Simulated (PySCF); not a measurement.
# C7H7NO2: the cost of one run

Programs: PySCF 2.14.0, with routines of our own; each step states its level. All values are computed. Atoms count from 0.

## (1) The starting structure

17 atoms, charge 0, multiplicity 1; geometry from: GFN2-xTB.

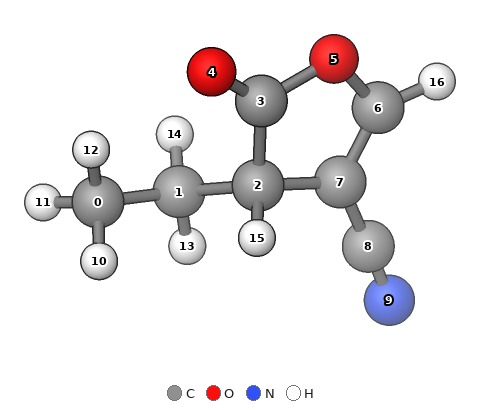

The starting geometry (carbon grey, oxygen red, nitrogen blue, hydrogen white).

## (2) Magnetic properties: GIAO KT3/pcSseg-1

What the job is given:

```
{"job": {"kind": "mag", "xc": "KT3", "basis": "pcSseg-1", "isotopologues": 0}, "charge": 0, "multiplicity": 1}
C      2.273637     0.173073     0.427346
C      1.028911     0.252387    -0.444437
C     -0.260096     0.144118     0.393013
C     -0.464843    -1.263780     0.933680
O      0.238220    -1.901217     1.654358
O     -1.644459    -1.754485     0.436776
C     -2.226512    -0.807068    -0.341514
C     -1.514196     0.326185    -0.418652
C     -1.824936     1.488755    -1.134019
N     -2.046764     2.456065    -1.708463
H      2.314895     1.015263     1.114241
H      3.163991     0.193518    -0.195262
H      2.275069    -0.746857     1.005599
H      1.005744     1.203642    -0.981359
H      1.041304    -0.551486    -1.184630
H     -0.200225     0.856287     1.222645
H     -3.166735    -1.072369    -0.789232
```

Method: GIAO KT3/pcSseg-1 magnetisability, rotational g tensor and spin-rotation constants, non-relativistic, gas phase.

Command:

```sh
> OMP_NUM_THREADS=1 python excited_run.py task.json out
```

One launch serves the whole session: the jobs run in the order shown.

Q: Estimate the wall time and peak memory of this first job on 1 thread of Arm Neoverse V1, shared host.

About 60 s, with a peak of 0.71 GiB.
